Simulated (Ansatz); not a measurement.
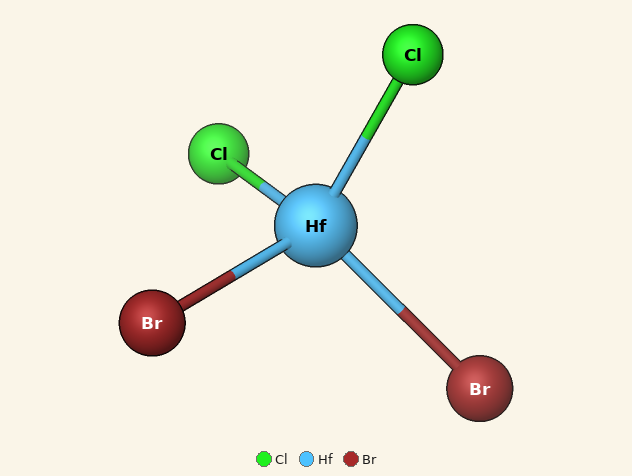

A molecule with one transition-metal atom. The species is neutral and a spin singlet. Computed geometry: PBE-D4/def2-SVP optimisation. No frequency run is at hand to confirm it as a minimum.

> Describe the coordination sphere.

Hf binds 4 atoms: 2 Cl at 2.34 Å, 2 Br at 2.48 Å. The arrangement is tetrahedral.

> What are the formal oxidation state of the metal and its number of d electrons?

Hf(IV), d⁰, counting the ligands as closed-shell ions or neutral donors.
